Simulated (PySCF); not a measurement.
## Geometry relaxation, with input and output: CBr (charge +1) (part 2 of 2)

Continued. System: CBr, charge +1. Method: RKS-m062x/crenbl, optimize (PySCF 2.14.0). 

Geometry of the input (Å):
```
C  0.0000  0.0000  0.0000
Br 0.0000  0.0000  1.9250
```

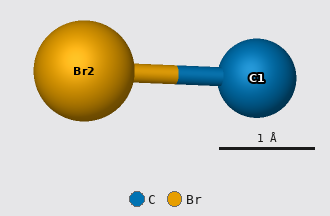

*The starting structure (ball-and-stick view, seen at a tilt; atoms are numbered from 1 in the order of the input).*

### Log, continued
```
******** <class 'pyscf.scf.hf.RKS_Scanner'> ********
method = RKS_Scanner
initial guess = minao
damping factor = 0
level_shift factor = 0
DIIS = <class 'pyscf.scf.diis.CDIIS'>
diis_start_cycle = 1
diis_space = 8
diis_damp = 0
SCF conv_tol = 1e-09
SCF conv_tol_grad = None
SCF max_cycles = 50
direct_scf = True
direct_scf_tol = 1e-13
XC library pyscf.dft.libxc version 7.0.0
    S. Lehtola, C. Steigemann, M. J.T. Oliveira, and M. A.L. Marques.,  SoftwareX 7, 1–5 (2018)
XC functionals = m062x
    Y. Zhao and D. G. Truhlar.,  Theor. Chem. Acc. 120, 215 (2008)
    Y. Zhao and D. G. Truhlar.,  Theor. Chem. Acc. 120, 215 (2008)
radial grids:
    Treutler-Ahlrichs [JCP 102, 346 (1995); DOI:10.1063/1.469408] (M4) radial grids

becke partition: Becke, JCP 88, 2547 (1988); DOI:10.1063/1.454033
pruning grids: <function nwchem_prune>
grids dens level: 3
symmetrized grids: False
atomic radii adjust function: <function treutler_atomic_radii_adjust>
small_rho_cutoff = 0
Set gradient conv threshold to 3.16228e-05
tot grids = 34544
init E= -160.786789347934
  HOMO = -0.702989433460331  LUMO = -0.400704376970103  gap/eV = 8.22560
cycle= 1 E= -160.820909029255  delta_E= -0.0341  |g|= 0.0572  |ddm|= 0.0909
  HOMO = -0.707812114209987  LUMO = -0.405615400927823  gap/eV = 8.22319
cycle= 2 E= -160.817445161554  delta_E= 0.00346  |g|= 0.122  |ddm|= 0.153
  HOMO = -0.698366783530635  LUMO = -0.395999083376639  gap/eV = 8.22784
cycle= 3 E= -160.821958769922  delta_E= -0.00451  |g|= 0.00338  |ddm|= 0.0959
  HOMO = -0.699156292521951  LUMO = -0.396913068344971  gap/eV = 8.22446
cycle= 4 E= -160.821960221767  delta_E= -1.45e-06  |g|= 0.000506  |ddm|= 0.00394
  HOMO = -0.699063513207406  LUMO = -0.396821001103267  gap/eV = 8.22444
cycle= 5 E= -160.821960281517  delta_E= -5.98e-08  |g|= 0.000203  |ddm|= 0.00069
  HOMO = -0.699075518027053  LUMO = -0.396830598930348  gap/eV = 8.22450
cycle= 6 E= -160.8219602896  delta_E= -8.08e-09  |g|= 3.67e-05  |ddm|= 0.00023
  HOMO = -0.699079382149919  LUMO = -0.3968320996269  gap/eV = 8.22457
cycle= 7 E= -160.821960290081  delta_E= -4.81e-10  |g|= 5.22e-06  |ddm|= 7.31e-05
  HOMO = -0.699080295352446  LUMO = -0.396832528096525  gap/eV = 8.22458
Extra cycle  E= -160.82196029007  delta_E= 1.05e-11  |g|= 8.2e-06  |ddm|= 1.33e-05
converged SCF energy = -160.82196029007

******** <class 'pyscf.grad.rhf.Gradients_Scanner'> for <class 'pyscf.scf.hf.RKS_Scanner'> ********
unit = Eh/Bohr
grid_response = True
--------------- RKS_Scanner gradients ---------------
         x                y                z
0 C     0.0000000000     0.0000000000    -0.0092408214
1 Br    -0.0000000000    -0.0000000000     0.0092408214
----------------------------------------------
cycle 3: E = -160.82196029  dE = -0.000357723  norm(grad) = 0.0130685
Step    2 : Displace = 2.191e-02/2.191e-02 (rms/max) Trust = 1.414e-01 (+) Grad = 9.241e-03/9.241e-03 (rms/max) E (change) = -160.8219602901 (-3.577e-04) Quality = 0.455
Hessian Eigenvalues: 5.00000e-02 5.00000e-02 5.00000e-02 ... 5.00000e-02 5.00000e-02 3.41170e-01

Geometry optimization cycle 4
Cartesian coordinates (Angstrom)
 Atom        New coordinates             dX        dY        dZ
   C  -0.000000  -0.000000   0.093488   -0.000000 -0.000000  0.007167
  Br   0.000000   0.000000   1.831512    0.000000  0.000000 -0.007167
New geometry
   1 C     -0.000000000000  -0.000000000000   0.093487689725 AA   -0.000000000000  -0.000000000000   0.176666129598 Bohr
   2 Br     0.000000000000   0.000000000000   1.831512310275 AA    0.000000000000   0.000000000000   3.461056660189 Bohr

******** <class 'pyscf.scf.hf.RKS_Scanner'> ********
method = RKS_Scanner
initial guess = minao
damping factor = 0
level_shift factor = 0
DIIS = <class 'pyscf.scf.diis.CDIIS'>
diis_start_cycle = 1
diis_space = 8
diis_damp = 0
SCF conv_tol = 1e-09
SCF conv_tol_grad = None
SCF max_cycles = 50
direct_scf = True
direct_scf_tol = 1e-13
XC library pyscf.dft.libxc version 7.0.0
    S. Lehtola, C. Steigemann, M. J.T. Oliveira, and M. A.L. Marques.,  SoftwareX 7, 1–5 (2018)
XC functionals = m062x
    Y. Zhao and D. G. Truhlar.,  Theor. Chem. Acc. 120, 215 (2008)
    Y. Zhao and D. G. Truhlar.,  Theor. Chem. Acc. 120, 215 (2008)
radial grids:
    Treutler-Ahlrichs [JCP 102, 346 (1995); DOI:10.1063/1.469408] (M4) radial grids

becke partition: Becke, JCP 88, 2547 (1988); DOI:10.1063/1.454033
pruning grids: <function nwchem_prune>
grids dens level: 3
symmetrized grids: False
atomic radii adjust function: <function treutler_atomic_radii_adjust>
small_rho_cutoff = 0
Set gradient conv threshold to 3.16228e-05
tot grids = 34544
init E= -160.833435996347
  HOMO = -0.696767286776349  LUMO = -0.39354753955614  gap/eV = 8.25103
cycle= 1 E= -160.821990581607  delta_E= 0.0114  |g|= 0.0183  |ddm|= 0.0287
  HOMO = -0.695184947006219  LUMO = -0.392107212785415  gap/eV = 8.24717
cycle= 2 E= -160.821695898237  delta_E= 0.000295  |g|= 0.0359  |ddm|= 0.0481
  HOMO = -0.698341730366766  LUMO = -0.395224393978475  gap/eV = 8.24824
cycle= 3 E= -160.822096723538  delta_E= -0.000401  |g|= 0.00109  |ddm|= 0.0302
  HOMO = -0.698097636701775  LUMO = -0.394920311291138  gap/eV = 8.24988
cycle= 4 E= -160.822096883328  delta_E= -1.6e-07  |g|= 0.000115  |ddm|= 0.00113
  HOMO = -0.698116360836614  LUMO = -0.394932276518035  gap/eV = 8.25006
cycle= 5 E= -160.82209688564  delta_E= -2.31e-09  |g|= 5.82e-05  |ddm|= 0.000195
  HOMO = -0.698111404054351  LUMO = -0.394927185043961  gap/eV = 8.25006
cycle= 6 E= -160.822096886346  delta_E= -7.06e-10  |g|= 6.43e-06  |ddm|= 6.44e-05
  HOMO = -0.698110109502642  LUMO = -0.39492628150816  gap/eV = 8.25005
Extra cycle  E= -160.822096886338  delta_E= 7.45e-12  |g|= 9.23e-06  |ddm|= 2.02e-05
converged SCF energy = -160.822096886338

******** <class 'pyscf.grad.rhf.Gradients_Scanner'> for <class 'pyscf.scf.hf.RKS_Scanner'> ********
unit = Eh/Bohr
grid_response = True
--------------- RKS_Scanner gradients ---------------
         x                y                z
0 C     0.0000000000     0.0000000000    -0.0006526366
1 Br    -0.0000000000    -0.0000000000     0.0006526366
----------------------------------------------
cycle 4: E = -160.822096886  dE = -0.000136596  norm(grad) = 0.000922968
Step    3 : Displace = 7.167e-03/7.167e-03 (rms/max) Trust = 1.414e-01 (=) Grad = 6.526e-04/6.526e-04 (rms/max) E (change) = -160.8220968863 (-1.366e-04) Quality = 1.091
Hessian Eigenvalues: 5.00000e-02 5.00000e-02 5.00000e-02 ... 5.00000e-02 5.00000e-02 3.17075e-01

Geometry optimization cycle 5
Cartesian coordinates (Angstrom)
 Atom        New coordinates             dX        dY        dZ
   C  -0.000000  -0.000000   0.094032   -0.000000 -0.000000  0.000545
  Br   0.000000   0.000000   1.830968    0.000000  0.000000 -0.000545
New geometry
   1 C     -0.000000000000  -0.000000000000   0.094032293750 AA   -0.000000000000  -0.000000000000   0.177695282053 Bohr
   2 Br     0.000000000000   0.000000000000   1.830967706249 AA    0.000000000000   0.000000000000   3.460027507734 Bohr

******** <class 'pyscf.scf.hf.RKS_Scanner'> ********
method = RKS_Scanner
initial guess = minao
damping factor = 0
level_shift factor = 0
DIIS = <class 'pyscf.scf.diis.CDIIS'>
diis_start_cycle = 1
diis_space = 8
diis_damp = 0
SCF conv_tol = 1e-09
SCF conv_tol_grad = None
SCF max_cycles = 50
direct_scf = True
direct_scf_tol = 1e-13
XC library pyscf.dft.libxc version 7.0.0
    S. Lehtola, C. Steigemann, M. J.T. Oliveira, and M. A.L. Marques.,  SoftwareX 7, 1–5 (2018)
XC functionals = m062x
    Y. Zhao and D. G. Truhlar.,  Theor. Chem. Acc. 120, 215 (2008)
    Y. Zhao and D. G. Truhlar.,  Theor. Chem. Acc. 120, 215 (2008)
radial grids:
    Treutler-Ahlrichs [JCP 102, 346 (1995); DOI:10.1063/1.469408] (M4) radial grids

becke partition: Becke, JCP 88, 2547 (1988); DOI:10.1063/1.454033
pruning grids: <function nwchem_prune>
grids dens level: 3
symmetrized grids: False
atomic radii adjust function: <function treutler_atomic_radii_adjust>
small_rho_cutoff = 0
Set gradient conv threshold to 3.16228e-05
tot grids = 34544
init E= -160.822966677116
  HOMO = -0.697936379027583  LUMO = -0.394680161471358  gap/eV = 8.25202
cycle= 1 E= -160.822097011355  delta_E= 0.00087  |g|= 0.00142  |ddm|= 0.00222
  HOMO = -0.697807354384879  LUMO = -0.394562284377456  gap/eV = 8.25172
cycle= 2 E= -160.822095180584  delta_E= 1.83e-06  |g|= 0.00283  |ddm|= 0.00374
  HOMO = -0.698052004074129  LUMO = -0.394803327271211  gap/eV = 8.25182
cycle= 3 E= -160.822097652034  delta_E= -2.47e-06  |g|= 8.24e-05  |ddm|= 0.00235
  HOMO = -0.698033291914658  LUMO = -0.39478032297304  gap/eV = 8.25193
cycle= 4 E= -160.822097652908  delta_E= -8.74e-10  |g|= 9.27e-06  |ddm|= 8.82e-05
  HOMO = -0.69803503948577  LUMO = -0.394781615377345  gap/eV = 8.25195
Extra cycle  E= -160.822097652919  delta_E= -1.01e-11  |g|= 6.22e-06  |ddm|= 1.62e-05
converged SCF energy = -160.822097652919

******** <class 'pyscf.grad.rhf.Gradients_Scanner'> for <class 'pyscf.scf.hf.RKS_Scanner'> ********
unit = Eh/Bohr
grid_response = True
--------------- RKS_Scanner gradients ---------------
         x                y                z
0 C    -0.0000000000     0.0000000000     0.0000217236
1 Br     0.0000000000    -0.0000000000    -0.0000217236
----------------------------------------------
cycle 5: E = -160.822097653  dE = -7.6658e-07  norm(grad) = 3.07218e-05
```

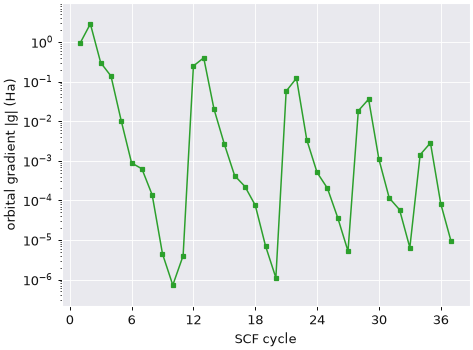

*Convergence of the self-consistent field: orbital gradient |g| against the SCF cycle.*

All cycles printed in the log are drawn one after another.

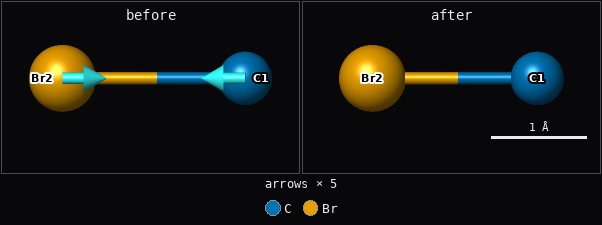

*Before (left) and after (right) the relaxation, at one scale (ball-and-stick view, seen on its broad side). The teal arrows give the displacements, magnified 5 times.*

The largest moves after the best rigid fit, 0.094 Å, are those of C1 and Br2. By element the largest moves are C 0.094 Å, Br 0.094 Å. Distances before and after: C1–Br2 1.925 → 1.737 Å. (Atoms are counted from 1 in the order of the input.)

```
Step    4 : Displace = 5.446e-04/5.446e-04 (rms/max) Trust = 2.000e-01 (+) Grad = 2.172e-05/2.172e-05 (rms/max) E (change) = -160.8220976529 (-7.666e-07) Quality = 1.141
Hessian Eigenvalues: 5.00000e-02 5.00000e-02 5.00000e-02 ... 5.00000e-02 5.00000e-02 3.17075e-01
Converged! =D

    #| If this code has benefited your research, please support us by citing: |#
    #| Wang, L.-P.; Song, C.C. (2016) "Geometry optimization made simple with |#
    #| translation and rotation coordinates", J. Chem, Phys. 144, 214108.     |#
    #|                                     |#
optimised geometry (angstrom)
C          -0.00000000       -0.00000000        0.09403229
Br          0.00000000        0.00000000        1.83096771
orbital energies (hartree): [-0.7051 -0.7016 -0.7016 -0.4172 -0.4172 -0.2808]
```

### Summary

```json
{"quantity": "outcome", "value": "converged"}
{"quantity": "SCF energy at the first geometry", "value": "−160.806622 hartree"}
{"quantity": "hardware", "value": "1 CPU thread, shared host"}
{"quantity": "wall time", "value": "9.7 s"}
```
